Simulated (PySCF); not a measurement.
## A study: BBr3, SMILES `BrB(Br)Br`

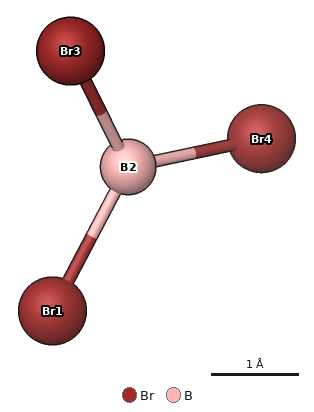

The molecule, with its atoms numbered as below. No frequency check shows the geometry to be a minimum.

Coordinates in Å:

```
Br1      1.8565   -0.2859    0.0000
B2       0.0000    0.0000    0.0000
Br3     -1.1758   -1.4648    0.0000
Br4     -0.6807    1.7507    0.0000
```

Part 1: Bonding charge

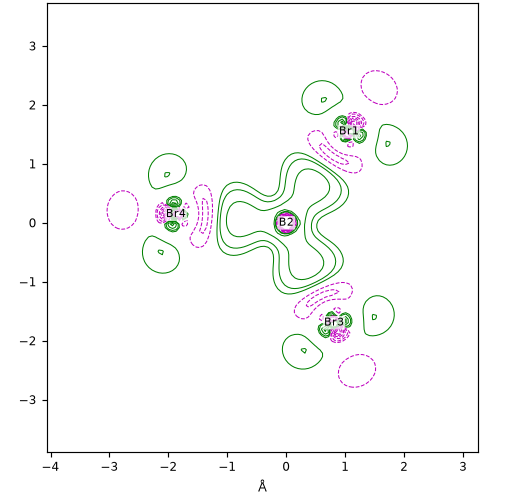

Deformation density (molecule less spherical, spin-averaged free atoms) in the molecular plane; contours at ±0.05 to ±0.8 e/Å³; solid green lines: gain, dashed magenta lines: loss.

Level of theory: ωB97X/def2-TZVP (PySCF), at a geometry from GFN2-xTB.

**Describe the bonding that the map shows.**

Br1–B2, B2–Br4 and B2–Br3: +0.27 e/Å³ at the bond critical point (bond length 1.88 Å, Mayer order 1.4). In all, 0.9 electrons gather in the regions of gain relative to the promolecule.

**Where do the Hirshfeld charges lie?**

The highest Hirshfeld charge is on B2 (+0.09 e), the lowest on Br1, Br3 and Br4 (−0.03 e).

Part 2: Bond critical points

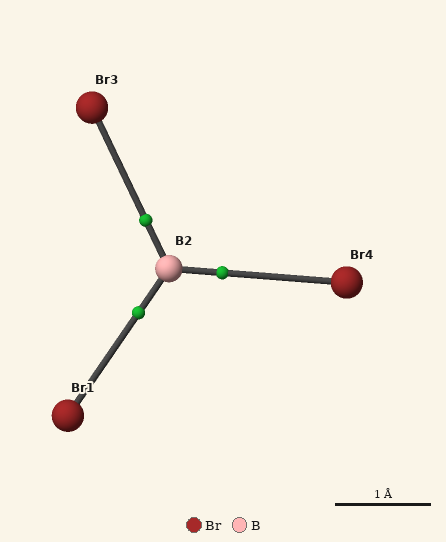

Molecular graph of the electron density (QTAIM): bond paths, bond critical points (green), ring points (magenta, if any); weak paths are dashed.

**How many critical points of each kind are there, and does the count close?**

4 nuclei, 3 bond, 0 ring and 0 cage critical points: 4 − 3 + 0 − 0 = 1, as the Poincaré–Hopf relation requires.

**Tabulate density, Laplacian, ellipticity and energy density at the bond critical points (atomic units).**

| bond | length (Å) | ρ (a.u.) | ∇²ρ (a.u.) | ε | H (a.u.) |
| --- | --- | --- | --- | --- | --- |
| Br1–B2 (3 alike) | 1.878 | 0.149 | −0.27 | 0.09 | −0.154 |

**What kind of interaction is Br1–B2?**

Shared-shell (covalent): ρ = 0.149, ∇²ρ = −0.27, H = −0.154 a.u.

Part 3: Local ionisation energy

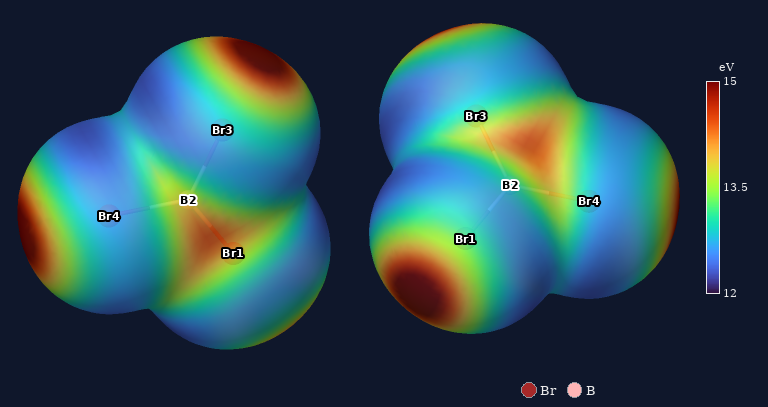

Average local ionisation energy on the surface of electron density 0.001 a.u. (back view left, front view right).

**Locate the minima of the map.**

The lowest value is 12.3 eV, 2.2 Å from Br4, and at like points elsewhere. For comparison, the highest occupied orbital lies at −10.6 eV.

**What volume does the surface enclose, and what is the dipole moment?**

About 126 Å³; the dipole moment is 0.0 D.

Part 4: In an electric field

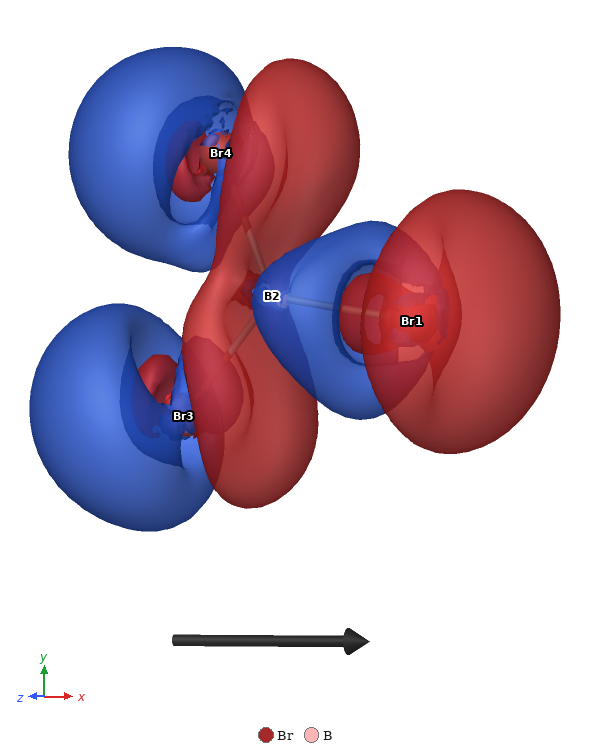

Change of the electron density in a uniform field of 0.21 V/Å along +x (arrow), surfaces at ±0.001 e/Å³ (blue: gain, red: loss).

Computed with PySCF, ωB97X/def2-TZVP, geometry: GFN2-xTB. A basis without diffuse functions makes polarisabilities too small.

**What dipole is induced, and what polarisability does it imply?**

The induced dipole is 0.82 D (along the field); α along this axis, from the fields in both directions, is 80 bohr³ (11.9 Å³).

**Which atoms gain and lose the most charge?**

Electrons gather most on Br3 (Hirshfeld charge changes by −0.018 e) and leave Br1 most (+0.029 e); 0.063 electrons are displaced in all.

Part 5: Removing or adding an electron

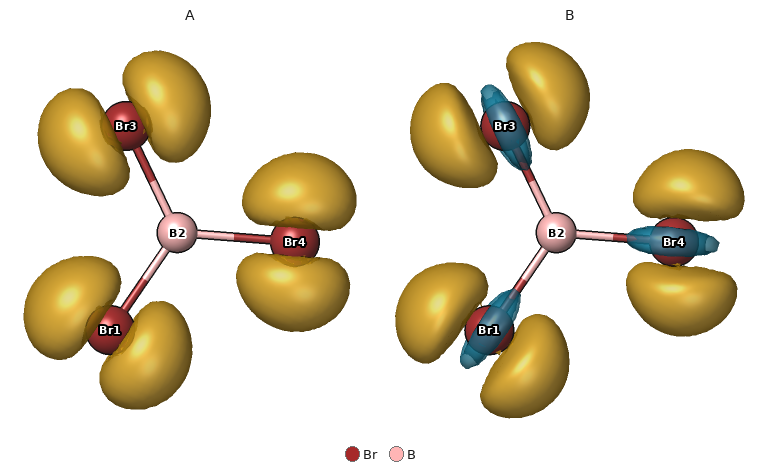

The Fukui function f⁻ from two separate SCF calculations and the density of the HOMO, at ±0.02 e/Å³ (yellow positive, teal negative).

**Which panel is which, and how good is the frozen-orbital picture?**

B is f⁻ (it has negative regions), A the HOMO density. The HOMO lies on Br1, Br3 and Br4 (32 % each); f⁻ (Hirshfeld-condensed) is largest on Br1, Br3 and Br4 (0.32 each); the vertical ionisation energy is 10.68 eV (the stability of the cation's solution wasn't checked). Relaxation shifts 1 % of the electron between atoms. The orbital energy is −10.59 eV.
